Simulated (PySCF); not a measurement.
**Cl4Ge, SMILES `Cl[Ge](Cl)(Cl)Cl`: what the electrons do**

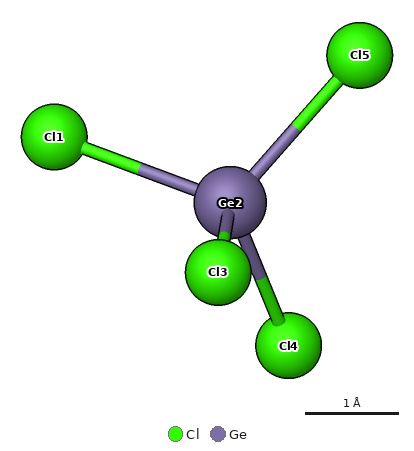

The molecule, with its atoms numbered as below. No frequency check shows the geometry to be a minimum.

Geometry (Å), atoms numbered from 1:

```
Cl1      1.2283    0.6746    1.6004
Ge2     -0.0002    0.0003    0.0003
Cl3      1.2287   -0.6743   -1.6006
Cl4     -1.2280   -1.6012    0.6741
Cl5     -1.2286    1.6004   -0.6746
```

Part 1: Bonding charge

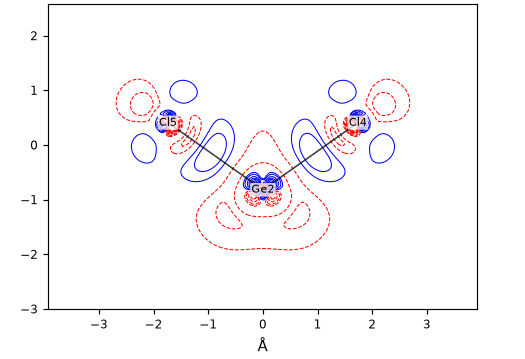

Deformation density (molecule less spherical, spin-averaged free atoms) in the plane of Ge2, Cl4 and Cl5; contours at ±0.05 to ±0.8 e/Å³; solid blue lines: gain, dashed red lines: loss.

Level of theory: PBE/def2-TZVP (PySCF), at a geometry from GFN2-xTB.

**Describe the bonding that the map shows.**

Ge2–Cl5 and Ge2–Cl4: +0.09 e/Å³ at the bond critical point (bond length 2.13 Å, Mayer order 1.1). In all, 1.0 electrons gather in the regions of gain relative to the promolecule. A small or negative value marks a very polar bond, one between electron-rich atoms, whose free-atom densities already overlap strongly, a long bond to a heavier atom, or a closed-shell contact such as a hydrogen bond.

**Where do the Hirshfeld charges lie?**

The highest Hirshfeld charge is on Ge2 (+0.38 e), the lowest on Cl1, Cl3, Cl4 and Cl5 (−0.10 e).

```tsv
atom	charge (e)
Cl1	−0.10
Ge2	+0.38
Cl3	−0.10
Cl4	−0.10
Cl5	−0.10
```

Part 2: Bond critical points

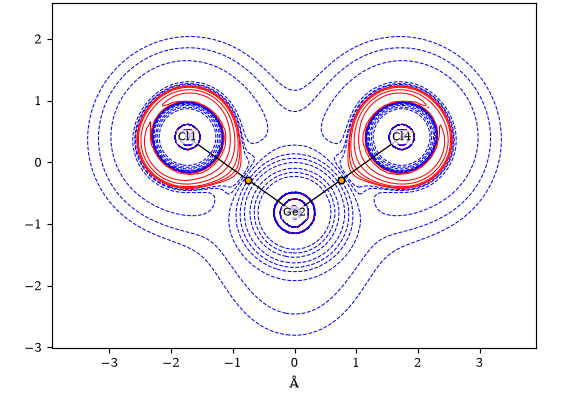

Negative Laplacian of the density (−∇²ρ) in the plane of Cl1, Ge2 and Cl4 (solid red lines positive, dashed blue lines negative, contours at ±0.02 to ±8 a.u.), with bond paths and bond critical points (dots).

**Sort the bonds in the plane by the sign of ∇²ρ at their critical points.**

At none is it concentrated. Depleted (∇²ρ > 0): Cl1–Ge2 and Ge2–Cl4 (+0.16 a.u., H = −0.050). A positive Laplacian with clearly negative H marks a strongly polar covalent bond, whose critical point lies close to the core of the less electronegative atom.

**Where along Cl1–Ge2 does the critical point lie?**

1.19 Å from Cl1 and 0.93 Å from Ge2.

Part 3: Local ionisation energy

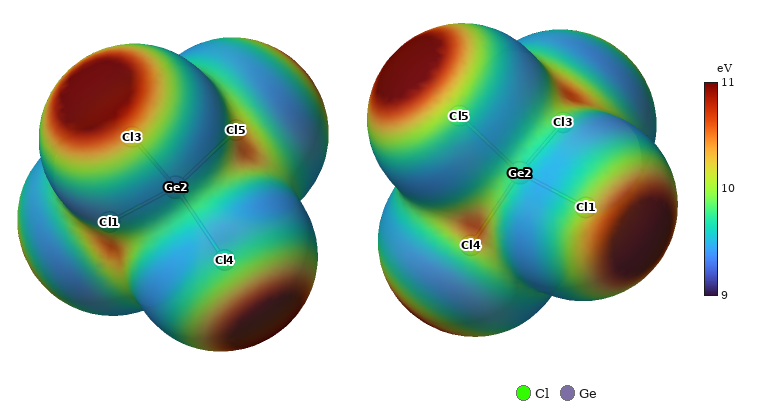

Average local ionisation energy on the surface of electron density 0.001 a.u. (back view left, front view right).

**Locate the minima of the map.**

The lowest value is 9.4 eV, 2.1 Å from Cl3, and at like points elsewhere. For comparison, the highest occupied orbital lies at −8.2 eV.

**What volume does the surface enclose, and what is the dipole moment?**

About 146 Å³; the dipole moment is 0.0 D.

Part 4: Removing or adding an electron

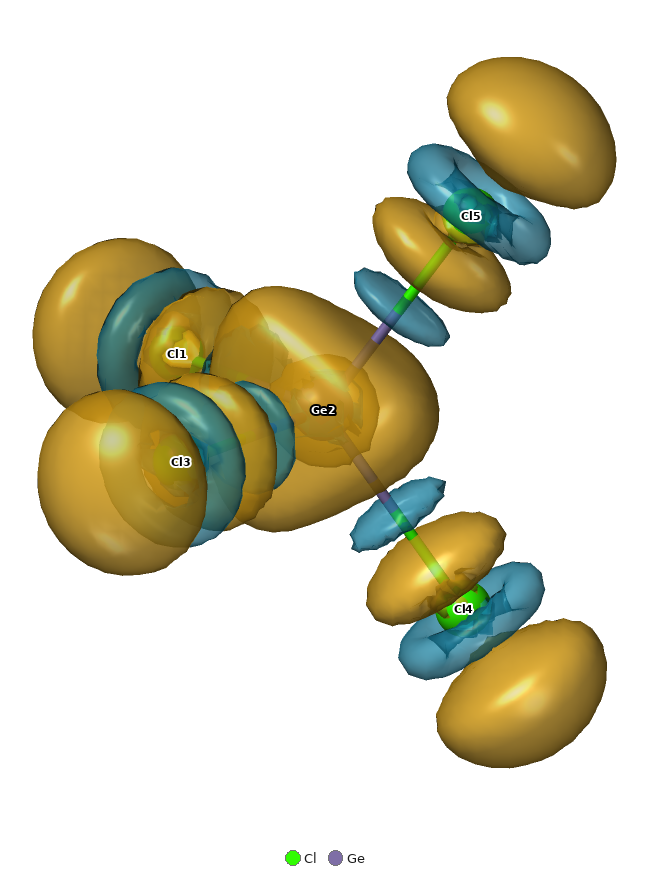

Fukui function f⁺ = ρ(N+1) − ρ(N) at fixed geometry, surfaces at ±0.02 e/Å³ (yellow positive, teal negative).

Level of theory: ωB97X/def2-SVPD (PySCF), at a geometry from GFN2-xTB.

**Which atoms respond most to the addition of an electron?**

f⁺ (Hirshfeld-condensed) is largest on Cl1, Cl3, Cl4 and Cl5 (0.21 each) and Ge2 (0.17); the vertical electron affinity is 0.71 eV (the stability of the anion's solution wasn't checked). Condensed values hint at sites of nucleophilic attack but needn't mark the atom that reacts. Shares this close don't rank the sites. Orbital relaxation makes it negative in places (0.16 e in all).

```json
{"atom": "Cl1", "f⁺": "+0.21", "charge": "−0.11"}
{"atom": "Ge2", "f⁺": "+0.17", "charge": "+0.43"}
{"atom": "Cl3", "f⁺": "+0.21", "charge": "−0.11"}
{"atom": "Cl4", "f⁺": "+0.21", "charge": "−0.11"}
{"atom": "Cl5", "f⁺": "+0.21", "charge": "−0.11"}
```

Part 5: Localised orbitals

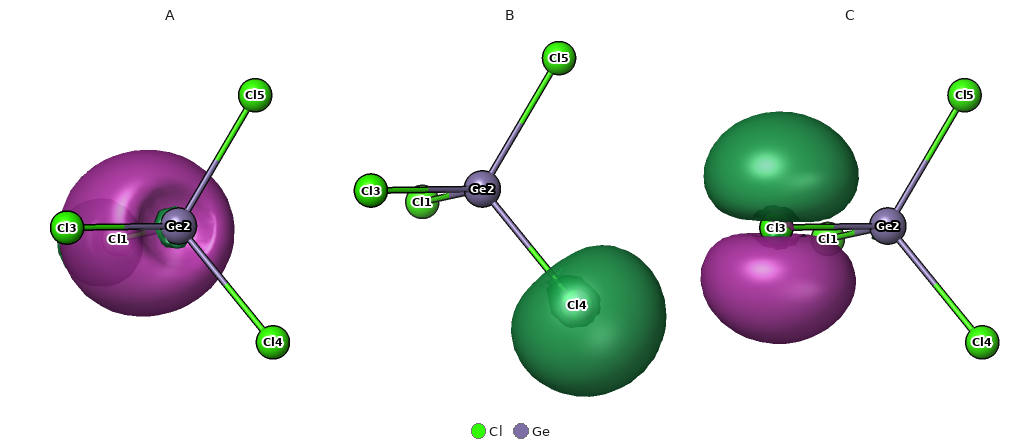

Pipek–Mezey orbitals, occupied; each surface holds about 85 % of the orbital's density. Energies are diagonal elements of the Fock matrix.

PySCF calculation, BLYP/def2-SVPD, gas phase; geometry: GFN2-xTB.

**Name the orbitals, with their atomic make-up and energies.**

By panel:
- A: σ bond Cl1–Ge2 (Cl1 67 %, Ge2 32 %; −14.9 eV)
- B: lone pair on Cl4 (s-type) (Cl4 99 %; −17.8 eV)
- C: lone pair on Cl3 (p-type) (Cl3 96 %, Ge2 3 %; −8.7 eV)

**How do all the valence pairs divide up?**

21 pairs: 12 lone pairs, 5 d pairs and 4 σ bonds.

The PySCF runs shown took 17 s, 110 s and 12 s on 1 thread of Intel(R) Xeon(R) 6975P-C (Granite Rapids) (shared host).
